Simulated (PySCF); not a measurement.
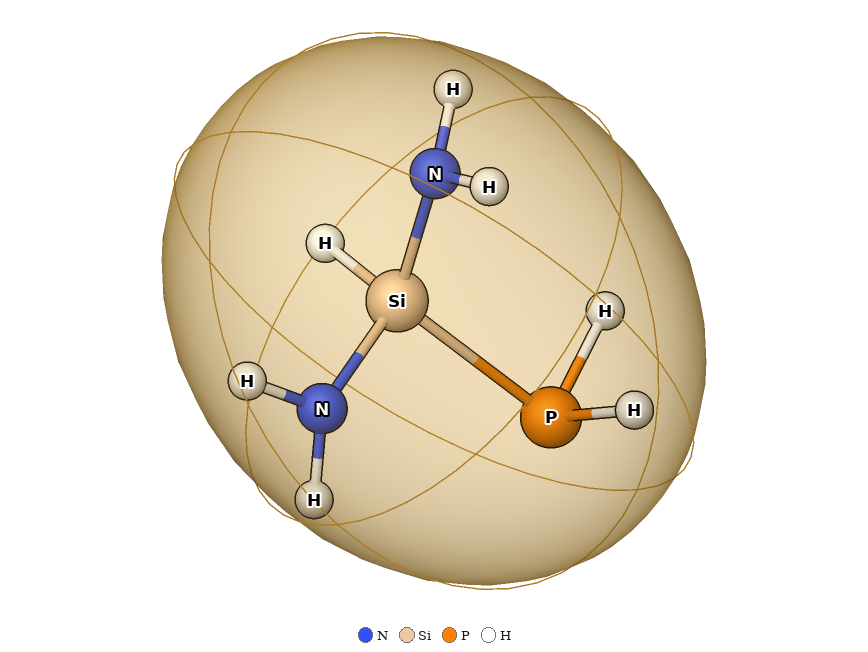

The ellipsoid shows the static dipole polarisability: its half-axes are proportional to the principal values. The geometry was computed by an optimisation with PBE0-D3(BJ)/def2-SVP. No frequency run is at hand to confirm it as a minimum. Computed with PBE0/def2-TZVP (PySCF 2.14.0).

> Give the principal values, the mean and the anisotropy.

Principal values 59.8, 64.7, 80.2 bohr³; mean 68.2 bohr³ (10.11 Å³); anisotropy 18.4 bohr³, so the longest axis is 1.34 times the shortest.
